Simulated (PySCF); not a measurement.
**WFOH: relaxation and vibrations of the quintet**

Aim: relax WFOH as a quintet from a linear start, check by its vibrations whether the end is a minimum, and collect its spectrum and constants.

Computed with PySCF 2.14.0. Level: PBE0, basis W def2-TZVP with ECP60, F def2-TZVP, O def2-TZVP, H def2-TZVP, scalar-relativistic core potentials, no spin–orbit coupling, density fitting.

## 1. The system as given

4 atoms, charge 0, spin multiplicity 5.

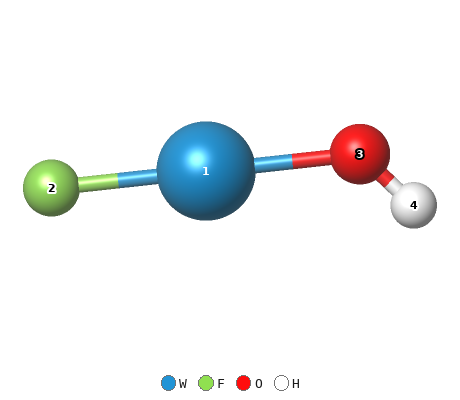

Start geometry, drawn with tungsten blue, fluorine green, oxygen red, hydrogen white; atoms are numbered from 1 in the order of the file.

Coordinates in bohr (charge 0 multiplicity 5):
```
W     0.0000    0.0000    0.0000
F     0.0000    0.0000    3.7983
O     0.0000    0.0000   -3.7795
H     1.3897    0.0000   -4.9456
```

## 2. The SCF at the typed geometry

The steps below are one call of a driver around PySCF. For each, scf.py gives the equivalent set-up of the SCF; relaxations use the driver's own optimiser. After this first run the driver tries any further starts and a stability analysis.

Contents of scf.py:

```python
from pyscf import gto, scf, dft
mol = gto.M(atom='''
W      0.000000     0.000000     0.000000
F      0.000000     0.000000     2.010000
O      0.000000     0.000000    -2.000000
H      0.735400     0.000000    -2.617100''',
    basis={'W': 'def2-TZVP', 'F': 'def2-TZVP', 'O': 'def2-TZVP', 'H': 'def2-TZVP'},
    ecp={'W': 'def2-TZVP'},
    charge=0, spin=4)
mf = dft.UKS(mol, xc='PBE0')
mf.grids.atom_grid = (50, 194)
aux = {'W': 'def2-universal-JKFIT', 'F': 'def2-universal-JKFIT', 'O': 'def2-universal-JKFIT', 'H': 'def2-universal-JKFIT'}
mf = mf.density_fit(auxbasis=aux)
mf.conv_tol = 1e-08
mf.diis_space = 10
mf.max_cycle = 60
mf.init_guess = 'minao'
mf.verbose = 4
mf.kernel()
```

On the command line:

```console
$ OMP_NUM_THREADS=4 python axn.py task.json out
```

The log of the run:

```text
init E= -223.74145176702
[... the frontier-level lines of each cycle are left out ...]
cycle= 1 E= -242.375898087207  delta_E= -18.6  |g|= 0.847  |ddm|= 4.93
cycle= 2 E= -239.483480555619  delta_E= 2.89  |g|= 2.61  |ddm|= 1.89
cycle= 3 E= -242.617762278758  delta_E= -3.13  |g|= 0.208  |ddm|= 1.63
cycle= 4 E= -242.632089529724  delta_E= -0.0143  |g|= 0.178  |ddm|= 0.367
cycle= 5 E= -242.642271506534  delta_E= -0.0102  |g|= 0.065  |ddm|= 0.105
cycle= 6 E= -242.643759586536  delta_E= -0.00149  |g|= 0.0147  |ddm|= 0.0449
cycle= 7 E= -242.64386849949  delta_E= -0.000109  |g|= 0.00285  |ddm|= 0.0105
cycle= 8 E= -242.643879492128  delta_E= -1.1e-05  |g|= 0.00119  |ddm|= 0.00426
cycle= 9 E= -242.643882342237  delta_E= -2.85e-06  |g|= 0.000525  |ddm|= 0.00246
cycle= 10 E= -242.643882782161  delta_E= -4.4e-07  |g|= 0.000165  |ddm|= 0.00102
cycle= 11 E= -242.643882831763  delta_E= -4.96e-08  |g|= 5.64e-05  |ddm|= 0.000408
cycle= 12 E= -242.643882835234  delta_E= -3.47e-09  |g|= 3.15e-05  |ddm|= 9.65e-05
Extra cycle  E= -242.643882835216  delta_E= 1.83e-11  |g|= 4.54e-05  |ddm|= 5.32e-05
converged SCF energy = -242.643882835216  <S^2> = 6.0203577  2S+1 = 5.0081364
```

This step, with its further starts and checks, took 11 s on 4 threads of Arm Neoverse V1, shared host.

The starts that the driver tried:

```
                      start  energy (Eh)
    the minimal-basis guess  -242.643883
a thermally smeared density  -242.643883
      a smeared PBE density  -242.643883
```

The test of internal stability and the other starts found no lower solution of this spin.

## 3. Relaxation: linear start, quintet

The program finds Cs symmetry in the start, which this walk keeps.

Changes to scf.py since step 2:

```diff
@@ -3,4 +3,4 @@
-W      0.000000     0.000000     0.000000
-F      0.000000     0.000000     2.010000
-O      0.000000     0.000000    -2.000000
-H      0.735400     0.000000    -2.617100''',
+W     -0.003370     0.000000    -0.016183
+F     -0.003370     0.000000     1.993817
+O     -0.003370     0.000000    -2.016183
+H      0.732030     0.000000    -2.633283''',
@@ -17 +16,0 @@
-mf.init_guess = 'minao'
```

The optimiser's trace:

```
step  energy (Eh)  change (kJ/mol)  largest symmetric gradient (Eh/bohr)
   0  -242.643883             0.00                               0.04192
   1  -242.652047           -21.44                               0.00549
   2  -242.652347           -22.22                               0.00246
   3  -242.652409           -22.39                               0.00163
   4  -242.652434           -22.45                               0.00040
   5  -242.652436           -22.46                               0.00024
```

The walk took 11 s.

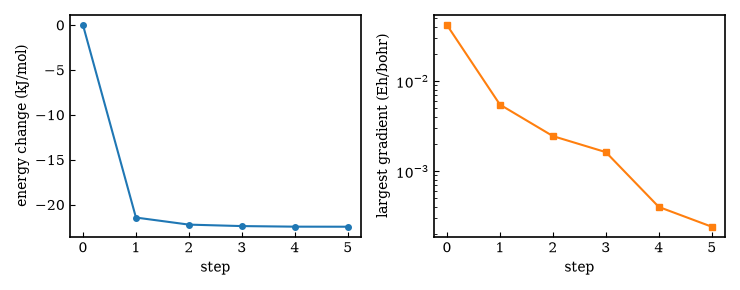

Energy and largest gradient along the walk.

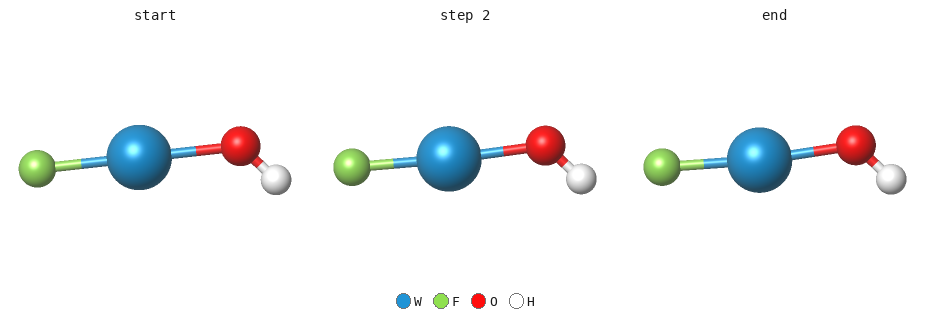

The geometry along the walk, at one scale.

It settles in Cs symmetry, 22.5 kJ/mol below the start, after 5 steps: O–H 0.962 Å, W–F 1.914 Å, W–O 1.912 Å; F–W–O 175.4°, H–O–W 127.2°.

## 4. Hessian and properties

The point is checked on the finer grid, and tightened if its gradient asks for it. The Hessian and the dipole derivatives come from central differences of analytic gradients, with steps of 0.02 bohr.

Changes to scf.py since step 3:

```diff
@@ -3,4 +3,4 @@
-W     -0.003370     0.000000    -0.016183
-F     -0.003370     0.000000     1.993817
-O     -0.003370     0.000000    -2.016183
-H      0.732030     0.000000    -2.633283''',
+W      0.001361     0.000000    -0.017376
+F     -0.059246     0.000000     1.895913
+O     -0.074183     0.000000    -1.927948
+H      0.676488     0.000000    -2.529886''',
@@ -11 +11 @@
-mf.grids.atom_grid = (50, 194)
+mf.grids.atom_grid = (75, 302)
@@ -14 +14 @@
-mf.conv_tol = 1e-08
+mf.conv_tol = 1e-10
```

This SCF starts from the last density.

Log of the central SCF (cycles and frontier levels):

```text
init E= -242.652474130816
[... the frontier-level lines of each cycle are left out ...]
cycle= 1 E= -242.652474130746  delta_E= 7.03e-11  |g|= 1.79e-05  |ddm|= 1.25e-05
cycle= 2 E= -242.652474130435  delta_E= 3.1e-10  |g|= 3.57e-05  |ddm|= 2.38e-05
cycle= 3 E= -242.65247413085  delta_E= -4.15e-10  |g|= 1.07e-06  |ddm|= 1.58e-05
cycle= 4 E= -242.65247413085  delta_E= -5.68e-14  |g|= 3.16e-07  |ddm|= 7.52e-07
Extra cycle  E= -242.652474130852  delta_E= -1.14e-12  |g|= 3.68e-07  |ddm|= 1.03e-06
converged SCF energy = -242.652474130852  <S^2> = 6.0159154  2S+1 = 5.0063621
```

The whole step took 68 s.

Geometry: Cs; O–H 0.962 Å, W–F 1.914 Å, W–O 1.912 Å; F–W–O 175.9°, H–O–W 126.5°.

Modes, for the most abundant isotopes:

```
symmetry  ω (cm⁻¹)  IR (km/mol)
     a''       93i          0.9
      a'       152          2.1
      a'       622          105
      a'       648          270
      a'       693         30.7
      a'      3825         59.5
```

With 1 mode imaginary (up to 93i cm⁻¹) this point is a saddle.

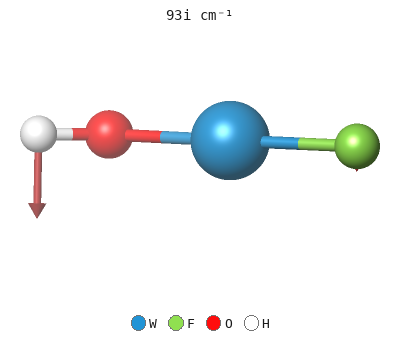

The imaginary mode, as arrows.

Constants and moments:

| Quantity | Value |
| --- | --- |
| Dipole moment | 2.31 D |
| Highest occupied level | -5.28 eV |
| Lowest empty level | -2.67 eV |
| Rotational constants | 28.62, 0.1256, 0.125 cm⁻¹ |
| Zero-point energy (real modes) | 35.5 kJ/mol |
| Principal polarisabilities | 42.5, 44.7, 50.5 bohr³ |
| Atomisation energy without zero-point energy | 1435 kJ/mol |
| Principal traceless quadrupole moments about the centre of mass | -9.30, 3.49, 5.80 D Å |
| Spin squared ⟨S²⟩ | 6.016 |

Populations by atom (charges in e):

```json
{"atom": "W1", "Mulliken": "0.80", "Löwdin": "0.54", "polar tensor": "1.14", "spin (Mulliken)": "4.07", "Mayer order to W1": "–"}
{"atom": "F2", "Mulliken": "-0.47", "Löwdin": "-0.33", "polar tensor": "-0.67", "spin (Mulliken)": "-0.01", "Mayer order to W1": "0.87"}
{"atom": "O3", "Mulliken": "-0.66", "Löwdin": "-0.36", "polar tensor": "-0.75", "spin (Mulliken)": "-0.08", "Mayer order to W1": "1.10"}
{"atom": "H4", "Mulliken": "0.33", "Löwdin": "0.15", "polar tensor": "0.27", "spin (Mulliken)": "0.02", "Mayer order to W1": "0.02"}
```

Outer orbital energies (eV). α occupied: -11.50, -11.36, -9.99, -9.75, -7.23, -6.97, -6.84, -5.28; empty: -2.17, -0.32, -0.30, 0.87. β occupied: -31.15, -27.40, -14.29, -11.88, -11.31, -10.96, -9.91, -9.76; empty: -2.67, -1.18, -1.16, -0.65.

Mulliken populations on W1 (outside its core potential): s 2.78, p 6.21, d 4.13, f 0.08.

## 5. Leaving the saddle point

The atoms are moved a little along the softest imaginary mode and relaxed again.

The program finds C1 symmetry in the start. Threshold on the gradient: 0.0003 Eh/bohr, with a further test on the energy change.

Changes to scf.py since step 4:

```diff
@@ -3,4 +3,4 @@
-W      0.001361     0.000000    -0.017376
-F     -0.059246     0.000000     1.895913
-O     -0.074183     0.000000    -1.927948
-H      0.676488     0.000000    -2.529886''',
+W      0.007635    -0.015150    -0.014812
+F     -0.052972     0.075379     1.898477
+O     -0.067909     0.068945    -1.925384
+H      0.682761     0.250000    -2.527321''',
@@ -11 +11 @@
-mf.grids.atom_grid = (75, 302)
+mf.grids.atom_grid = (50, 194)
@@ -14 +14 @@
-mf.conv_tol = 1e-10
+mf.conv_tol = 1e-08
```

Energy and gradient, step by step:

```
step  energy (Eh)  change (kJ/mol)  largest gradient (Eh/bohr)
   0  -242.652339             0.00                     0.01195
   1  -242.652656            -0.83                     0.00183
   2  -242.652720            -1.00                     0.00213
   3  -242.653175            -2.19                     0.00366
   4  -242.653333            -2.61                     0.00620
   5  -242.653643            -3.42                     0.00574
   6  -242.654659            -6.09                     0.01040
   7  -242.655187            -7.48                     0.01509
   8  -242.655337            -7.87                     0.00952
   9  -242.655491            -8.28                     0.00682
  10  -242.655615            -8.60                     0.00502
  11  -242.655714            -8.86                     0.00116
  12  -242.655727            -8.90                     0.00115
  13  -242.655750            -8.95                     0.00062
  14  -242.655755            -8.97                     0.00029
  15  -242.655755            -8.97                     0.00005
```

The walk took 36 s.

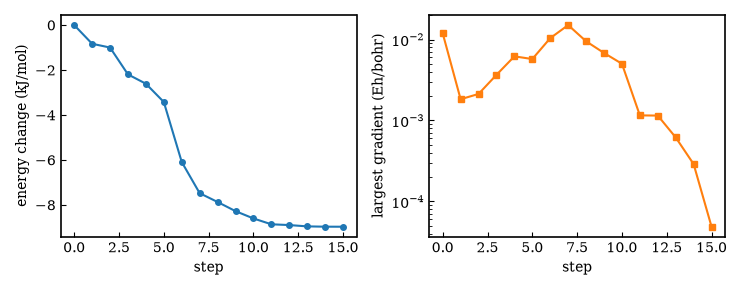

How energy and gradient fall.

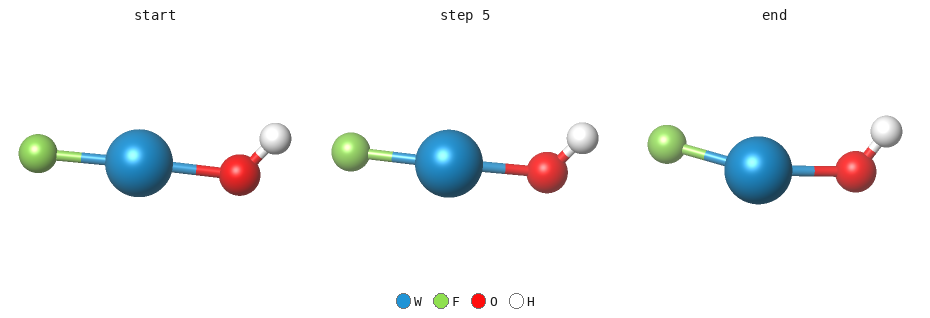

The geometry along the walk, at one scale.

End point (C1, 15 steps, 9.0 kJ/mol gained): O–H 0.963 Å, W–F 1.898 Å, W–O 1.901 Å; F–W–O 142.5°, H–O–W 122.6°.

## 6. Vibrations and properties at this point

As before: finer grid, then central differences.

Changes to scf.py since step 5:

```diff
@@ -3,4 +3,4 @@
-W      0.007635    -0.015150    -0.014812
-F     -0.052972     0.075379     1.898477
-O     -0.067909     0.068945    -1.925384
-H      0.682761     0.250000    -2.527321''',
+W      0.002054    -0.106707    -0.009484
+F     -0.000565     0.600943     1.751549
+O     -0.082132     0.416714    -1.834456
+H      0.698227     0.679595    -2.333960''',
@@ -11 +11 @@
-mf.grids.atom_grid = (50, 194)
+mf.grids.atom_grid = (75, 302)
@@ -14 +14 @@
-mf.conv_tol = 1e-08
+mf.conv_tol = 1e-10
```

Log of the central SCF (cycles and frontier levels):

```text
init E= -242.655663686704
[... the frontier-level lines of each cycle are left out ...]
cycle= 1 E= -242.655663686692  delta_E= 1.2e-11  |g|= 8.89e-06  |ddm|= 7.37e-06
Extra cycle  E= -242.655663686626  delta_E= 6.59e-11  |g|= 1.68e-05  |ddm|= 1.23e-05
converged SCF energy = -242.655663686626  <S^2> = 6.0111842  2S+1 = 5.0044717
```

The whole step took 75 s on 4 threads of Arm Neoverse V1, shared host.

Geometry: C1; O–H 0.963 Å, W–F 1.898 Å, W–O 1.900 Å; F–W–O 142.0°, H–O–W 122.5°.

Harmonic modes (main isotopes):

```json
{"symmetry": "a", "ω (cm⁻¹)": "113", "IR (km/mol)": "1.8"}
{"symmetry": "a", "ω (cm⁻¹)": "439", "IR (km/mol)": "90.3"}
{"symmetry": "a", "ω (cm⁻¹)": "637", "IR (km/mol)": "157"}
{"symmetry": "a", "ω (cm⁻¹)": "691", "IR (km/mol)": "205"}
{"symmetry": "a", "ω (cm⁻¹)": "701", "IR (km/mol)": "16.9"}
{"symmetry": "a", "ω (cm⁻¹)": "3815", "IR (km/mol)": "67.9"}
```

Every mode is real; the point is a minimum.

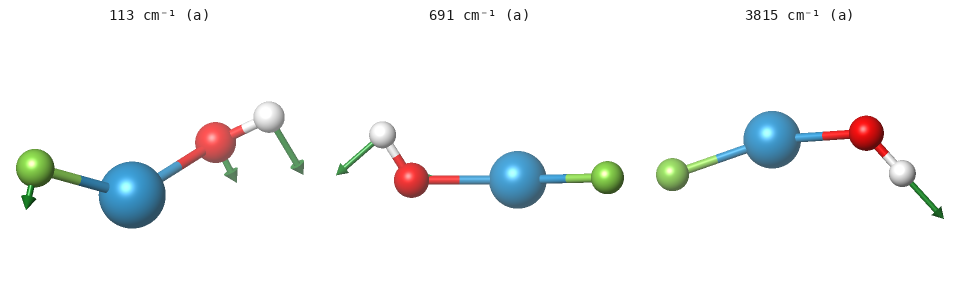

How the atoms move in 3 of the modes.

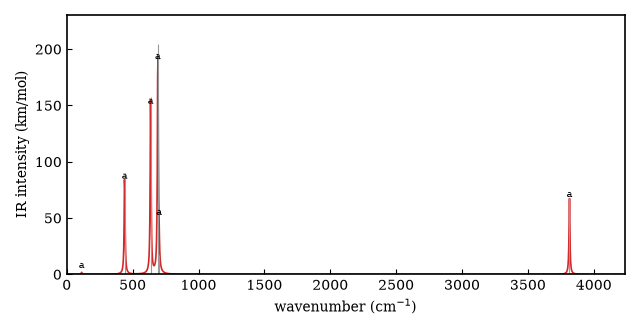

The harmonic infrared spectrum (widths in cm⁻¹). Lines are broadened to a width of 8 cm⁻¹ (Lorentzian).

Properties at this point:

* Dipole moment: 2.09 D
* Highest occupied level: -5.43 eV
* Lowest empty level: -2.43 eV
* Rotational constants: 1.359, 0.1421, 0.1299 cm⁻¹
* Zero-point energy: 38.3 kJ/mol
* Principal polarisabilities: 43.4, 46.0, 50.2 bohr³
* Atomisation energy without zero-point energy: 1444 kJ/mol
* Principal traceless quadrupole moments about the centre of mass: -8.81, 0.64, 8.17 D Å
* Entropy at 298.15 K and 1 bar (electronic part: spin only): 309.7 J/(mol K)
* Heat capacity Cp at 298.15 K: 58.2 J/(mol K)
* Enthalpy at 298.15 K above 0 K: 13.47 kJ/mol
* Rotational symmetry number: 1
* Spin squared ⟨S²⟩: 6.011

Populations by atom (charges in e):

```json
{"atom": "W1", "Mulliken": "0.76", "Löwdin": "0.49", "polar tensor": "1.09", "spin (Mulliken)": "4.04", "Mayer order to W1": "–"}
{"atom": "F2", "Mulliken": "-0.45", "Löwdin": "-0.31", "polar tensor": "-0.63", "spin (Mulliken)": "0.00", "Mayer order to W1": "0.90"}
{"atom": "O3", "Mulliken": "-0.65", "Löwdin": "-0.34", "polar tensor": "-0.74", "spin (Mulliken)": "-0.06", "Mayer order to W1": "1.10"}
{"atom": "H4", "Mulliken": "0.33", "Löwdin": "0.15", "polar tensor": "0.28", "spin (Mulliken)": "0.02", "Mayer order to W1": "0.02"}
```

Mulliken populations on W1 (outside its core potential): s 2.79, p 6.22, d 4.15, f 0.07.

## 7. The points found, side by side

| spin | group | bonds | imaginary modes (cm⁻¹) | ΔE (kJ/mol) | with zero-point energy |
| --- | --- | --- | --- | --- | --- |
| quintet | C1 | O–H 0.963 Å, W–F 1.898 Å, W–O 1.900 Å | none | 0.0 | 0.0 |
| quintet | Cs | O–H 0.962 Å, W–F 1.914 Å, W–O 1.912 Å | 93i | 8.4 | – |

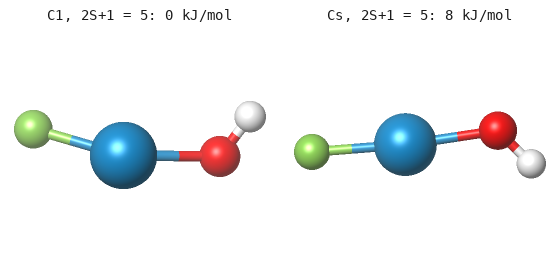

The points, lowest first (tungsten blue, fluorine green, oxygen red, hydrogen white).

## 8. Summary of results

| quantity | value |
| --- | --- |
| minimum | quintet, C1 |
| geometry | O–H 0.963 Å, W–F 1.898 Å, W–O 1.900 Å; F–W–O 142.0°, H–O–W 122.5° |
| wavenumbers (cm⁻¹) | 113 (a), 439 (a), 637 (a), 691 (a), 701 (a), 3815 (a) |
| dipole moment | 2.09 D |
| highest occupied, lowest empty level (either spin) | -5.43, -2.43 eV |
| polar-tensor charge of W1 | +1.09 e |
| zero-point energy | 38.3 kJ/mol |
| entropy at 298.15 K | 309.7 J/(mol K) |
| atomisation energy (no zero-point energy) | 1444 kJ/mol |
| ⟨S²⟩ | 6.011 |

**Reading.** The linear start ends in a minimum without symmetry. In the infrared the band at 691 cm⁻¹ (a) leads. Most of the spin sits on W1 (Mulliken spin 4.04, against 4 for the whole molecule). Only this shape and spin were tried, so other structures or states may lie lower. Open d and f shells are described by one determinant, and the ground state may have another occupation or spin. With an element this heavy the missing spin–orbit coupling can shift these numbers.

The search up to here took 3.4 min.
